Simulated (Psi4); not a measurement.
Run report: C6H12 (charge +1), single-point calculation (part 3 of 3)

C6H12 (cyclohexane), charge +1, multiplicity 2; B3LYP/6-31G*, UKS (Psi4 1.11). The geometry is that of the parent species in another charge or spin state. The geometry comes from this level: PBE0-D4/def2-TZVP.

Geometry of the input (Å):
```
C  -0.6744  1.1216  -0.6702
C  0.7481  1.2576  -0.1434
C  1.4626  -0.0872  -0.1224
C  0.6744  -1.1216  0.6702
C  -0.7481  -1.2576  0.1434
C  -1.4626  0.0872  0.1224
H  -0.6394  0.8163  -1.7239
H  -1.1838  2.0897  -0.6443
H  1.3099  1.9776  -0.7462
H  0.7160  1.6630  0.8761
H  1.5873  -0.4435  -1.1530
H  2.4693  0.0233  0.2918
H  1.1838  -2.0897  0.6443
H  0.6394  -0.8163  1.7239
H  -1.3099  -1.9776  0.7462
H  -0.7160  -1.6630  -0.8761
H  -1.5873  0.4435  1.1530
H  -2.4693  -0.0233  -0.2918
```

What the program printed, continued
```
    1     0.50429591172153     0.45804389155713     0.46039556272168    -0.00452708603979    -0.00523914597554
    2    -0.00272575640723    -0.00525334068541    -0.00407620530089     0.46791597012214     0.45861749581601
    3    -0.00071220137144     0.00022755079872     0.00340839961590    -0.00452734405706    -0.00524017688914
    4    -0.00308841436052    -0.00011491067534     0.00005139610241     0.00314733007861     0.00026464427689
    5     0.49879478901060     0.00022927536687     0.00344163462433     0.00006841154861    -0.00011142961378
    6     0.00000000000000    -0.00497934035282    -0.00384239791012     0.00314718488113     0.00026407109522
    7    -0.00497934035282     0.00000000000000    -0.00564239683145    -0.00002255782512     0.00478631636528
    8    -0.00384239791012    -0.00564239683145     0.00000000000000     0.00003703834223    -0.00001256125715
    9     0.00314718488113    -0.00002255782512     0.00003703834223     0.00000000000000    -0.00590499198034
   10     0.00026407109522     0.00478631636528    -0.00001256125715    -0.00590499198034     0.00000000000000
   11    -0.00011509491586     0.00165241635895     0.00005326309420    -0.00002263256840     0.00478657932753
   12     0.00005158581755     0.00005313607582     0.00087102816540     0.00003705284250    -0.00001256981579
   13     0.00340839977264    -0.00000581600868     0.00002293525441     0.00077870442100     0.00005077831492
   14     0.00022755107819     0.00030657031066    -0.00000581600791     0.00005057672141     0.00167598542950
   15    -0.00452734516424     0.00005057671771     0.00077870435070     0.00002229721895    -0.00000542098542
   16    -0.00524017752986     0.00167598540815     0.00005077831244    -0.00000542098549     0.00030078101423
   17     0.45804512269913     0.00514505651428     0.00000564987915     0.00005066623355     0.00167721644747
   18     0.46040372815381     0.00000571749086     0.00006715013189     0.00077878568179     0.00005075224406

                11                  12                  13                  14                  15

    1     0.00022864651956     0.00340827056798     0.00005139616788    -0.00011491060925     0.00314733016259
    2    -0.00525615348962    -0.00407679162280     0.00344163476116     0.00022927547747     0.00006841154942
    3     0.45804511005907     0.46040371841570    -0.00384239820743    -0.00497933973308     0.00314718480063
    4    -0.00498108603139    -0.00384282364671     0.46039555284680     0.45804387874321    -0.00452708497216
    5     0.00022973521525     0.00344130484318    -0.00407620664945    -0.00525334080642     0.46791596997023
    6    -0.00011509491586     0.00005158581755     0.00340839977264     0.00022755107819    -0.00452734516424
    7     0.00165241635895     0.00005313607582    -0.00000581600868     0.00030657031066     0.00005057671771
    8     0.00005326309420     0.00087102816540     0.00002293525441    -0.00000581600791     0.00077870435070
    9    -0.00002263256840     0.00003705284250     0.00077870442100     0.00005057672141     0.00002229721895
   10     0.00478657932753    -0.00001256981579     0.00005077831492     0.00167598542950    -0.00000542098542
   11     0.00000000000000    -0.00564132362413     0.00000564993155     0.00514505672760     0.00005066623714
   12    -0.00564132362413     0.00000000000000     0.00006715015338     0.00000571754481     0.00077878575191
   13     0.00000564993155     0.00006715015338     0.00000000000000    -0.00564239624894     0.00003703835007
   14     0.00514505672760     0.00000571754481    -0.00564239624894     0.00000000000000    -0.00002255776127
   15     0.00005066623714     0.00077878575191     0.00003703835007    -0.00002255776127     0.00000000000000
   16     0.00167721646702     0.00005075224657    -0.00001256125605     0.00478631640268    -0.00590499196784
   17     0.00030696980723    -0.00000581916318     0.00005326309193     0.00165241635998    -0.00002263263160
   18    -0.00000581916252     0.00002291546902     0.00087102816790     0.00005313607831     0.00003705283492

                16                  17                  18

    1     0.00026464446829    -0.00498108666667    -0.00384282339316
    2    -0.00011142961252     0.00022973511297     0.00344130470956
    3     0.00026407091286    -0.00011509498057     0.00005158575337
    4    -0.00523914532441     0.00022864623834     0.00340827041376
    5     0.45861749552733    -0.00525615334391    -0.00407679025444
    6    -0.00524017752986     0.45804512269913     0.46040372815381
    7     0.00167598540815     0.00514505651428     0.00000571749086
    8     0.00005077831244     0.00000564987915     0.00006715013189
    9    -0.00000542098549     0.00005066623355     0.00077878568179
   10     0.00030078101423     0.00167721644747     0.00005075224406
   11     0.00167721646702     0.00030696980723    -0.00000581916252
   12     0.00005075224657    -0.00000581916318     0.00002291546902
   13    -0.00001256125605     0.00005326309193     0.00087102816790
   14     0.00478631640268     0.00165241635998     0.00005313607831
   15    -0.00590499196784    -0.00002263263160     0.00003705283492
   16     0.00000000000000     0.00478657929299    -0.00001256981490
   17     0.00478657929299     0.00000000000000    -0.00564132419860
   18    -0.00001256981490    -0.00564132419860     0.00000000000000

  Beta Contribution:
  Irrep: 1 Size: 18 x 18

                 1                   2                   3                   4                   5

    1     0.00000000000000     0.50523632037583     0.02657852068666     0.02715593692958     0.01969455736152
    2     0.50523632037583     0.00000000000000     0.50537422559559     0.01969453869487     0.02362775537550
    3     0.02657852068666     0.50537422559559     0.00000000000000     0.37522471875113     0.01969039885946
    4     0.02715593692958     0.01969453869487     0.37522471875113     0.00000000000000     0.50523632479154
    5     0.01969455736152     0.02362775537550     0.01969039885946     0.50523632479154     0.00000000000000
    6     0.37522463916278     0.01969041821541     0.02715001585247     0.02657852058950     0.50537422116350
    7     0.45938946899670    -0.00541417621523    -0.00002202135062     0.00016984249670     0.00042237211506
    8     0.42430176524863     0.00220555173539     0.00484360126551     0.00624594544987     0.00396134613731
    9     0.01689294024367     0.33946212303829     0.01689448217105     0.00699127629640     0.01720002851049
   10    -0.00541250238207     0.46004589221818    -0.00541320544971     0.00041214678290    -0.00012788618445
   11    -0.00002139696867    -0.00541621293213     0.45938747611500    -0.00458534666335     0.00042286993804
   12     0.00484877321373     0.00221864116354     0.42421805837982     0.00109154739071     0.00396099366005
   13     0.00624594606817     0.00396134651639     0.00107813785475     0.42430177479445     0.00220554667173
   14     0.00016984271564     0.00042237226748    -0.00458404919271     0.45938945729837    -0.00541417620066
   15     0.00699128415091     0.01720002855116     0.00698806958752     0.01689292658717     0.33946212413845
   16     0.00041214703688    -0.00012788618373     0.00041146986146    -0.00541250186506     0.46004589195715
   17    -0.00458534682483     0.00042286979784     0.00017009442016    -0.00002139731539    -0.00541621292679
   18     0.00109155614090     0.00396099334829     0.00626014671282     0.00484877130129     0.00221864611426

                 6                   7                   8                   9                  10

    1     0.37522463916278     0.45938946899670     0.42430176524863     0.01689294024367    -0.00541250238207
    2     0.01969041821541    -0.00541417621523     0.00220555173539     0.33946212303829     0.46004589221818
    3     0.02715001585247    -0.00002202135062     0.00484360126551     0.01689448217105    -0.00541320544971
    4     0.02657852058950     0.00016984249670     0.00624594544987     0.00699127629640     0.00041214678290
    5     0.50537422116350     0.00042237211506     0.00396134613731     0.01720002851049    -0.00012788618445
    6     0.00000000000000    -0.00458404932458     0.00107814665122     0.00698807766284     0.00041147011931
    7    -0.00458404932458     0.00000000000000    -0.00564285684060     0.00060776273275     0.00475273964430
    8     0.00107814665122    -0.00564285684060     0.00000000000000     0.00182861701912    -0.00005696806840
    9     0.00698807766284     0.00060776273275     0.00182861701912     0.00000000000000    -0.00548612878580
   10     0.00041147011931     0.00475273964430    -0.00005696806840    -0.00548612878580     0.00000000000000
   11     0.00017009464047     0.00160633994097     0.00013045365390     0.00060814814722     0.00475314817346
   12     0.00626014733185     0.00013031879753     0.00382504720010     0.00183442972565    -0.00005699949694
   13     0.00484360322654    -0.00003690807361     0.00066492938030     0.00093414066893     0.00005903986447
   14    -0.00002202100446     0.00027482677244    -0.00003690806644     0.00011994642299     0.00161316856113
   15     0.01689449527559     0.00011994642201     0.00093414192300     0.01054399521299     0.00004252574781
   16    -0.00541320594914     0.00161316854630     0.00005903985954     0.00004252574676     0.00029768216561
   17     0.45938748767530     0.00471049355805    -0.00020106003678     0.00012001924215     0.00161430953597
   18     0.42421804871611    -0.00020101292227     0.00226061974115     0.00093816069170     0.00005904258782

                11                  12                  13                  14                  15

    1    -0.00002139696867     0.00484877321373     0.00624594606817     0.00016984271564     0.00699128415091
    2    -0.00541621293213     0.00221864116354     0.00396134651639     0.00042237226748     0.01720002855116
    3     0.45938747611500     0.42421805837982     0.00107813785475    -0.00458404919271     0.00698806958752
    4    -0.00458534666335     0.00109154739071     0.42430177479445     0.45938945729837     0.01689292658717
    5     0.00042286993804     0.00396099366005     0.00220554667173    -0.00541417620066     0.33946212413845
    6     0.00017009464047     0.00626014733185     0.00484360322654    -0.00002202100446     0.01689449527559
    7     0.00160633994097     0.00013031879753    -0.00003690807361     0.00027482677244     0.00011994642201
    8     0.00013045365390     0.00382504720010     0.00066492938030    -0.00003690806644     0.00093414192300
    9     0.00060814814722     0.00183442972565     0.00093414066893     0.00011994642299     0.01054399521299
   10     0.00475314817346    -0.00005699949694     0.00005903986447     0.00161316856113     0.00004252574781
   11     0.00000000000000    -0.00564143016391    -0.00020105991847     0.00471049372659     0.00012001924081
   12    -0.00564143016391     0.00000000000000     0.00226061753341    -0.00020101280274     0.00093815939238
   13    -0.00020105991847     0.00226061753341     0.00000000000000    -0.00564285632237     0.00182861524290
   14     0.00471049372659    -0.00020101280274    -0.00564285632237     0.00000000000000     0.00060776274964
   15     0.00012001924081     0.00093815939238     0.00182861524290     0.00060776274964     0.00000000000000
   16     0.00161430955032     0.00005904259114    -0.00005696803529     0.00475273969974    -0.00548612877933
   17     0.00027517268441    -0.00003695328204     0.00013045363503     0.00160633994236     0.00060814811816
   18    -0.00003695327454     0.00066920058556     0.00382504720268     0.00013031881609     0.00183443144253

                16                  17                  18

    1     0.00041214703688    -0.00458534682483     0.00109155614090
    2    -0.00012788618373     0.00042286979784     0.00396099334829
    3     0.00041146986146     0.00017009442016     0.00626014671282
    4    -0.00541250186506    -0.00002139731539     0.00484877130129
    5     0.46004589195715    -0.00541621292679     0.00221864611426
    6    -0.00541320594914     0.45938748767530     0.42421804871611
    7     0.00161316854630     0.00471049355805    -0.00020101292227
    8     0.00005903985954    -0.00020106003678     0.00226061974115
    9     0.00004252574676     0.00012001924215     0.00093816069170
   10     0.00029768216561     0.00161430953597     0.00005904258782
   11     0.00161430955032     0.00027517268441    -0.00003695327454
   12     0.00005904259114    -0.00003695328204     0.00066920058556
   13    -0.00005696803529     0.00013045363503     0.00382504720268
   14     0.00475273969974     0.00160633994236     0.00013031881609
   15    -0.00548612877933     0.00060814811816     0.00183443144253
   16     0.00000000000000     0.00475314812380    -0.00005699952394
   17     0.00475314812380     0.00000000000000    -0.00564143067244
   18    -0.00005699952394    -0.00564143067244     0.00000000000000

  Atomic Valences:

 #  #
 Irrep: 1
      1:    3.767615494747443
      2:    3.799355554221941
      3:    3.767657725968702
      4:    3.767615494027782
      5:    3.799355553541308
      6:    3.767657726222451
      7:    0.914054385881518
      8:    0.902005575540039
      9:    0.877544529382902
     10:    0.913455798847546
     11:    0.914055325843319
     12:    0.901990671241043
     13:    0.902005559173082
     14:    0.914054365090008
     15:    0.877544529465436
     16:    0.913455798363693
     17:    0.914055346367445
     18:    0.901990687313634

	total time  =        104 seconds =       1.73 minutes

    Psi4 run time: 0:01:44.27
```

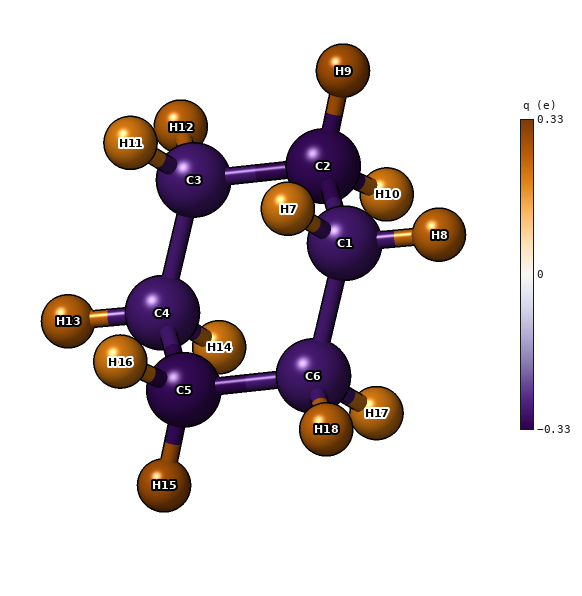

Fig. 1: Mulliken charges, as the colour of each atom (ball-and-stick view, seen at a tilt; atoms are numbered from 1 in the order of the input). By element: C −0.31 to −0.28 and H +0.21 to +0.28 e.
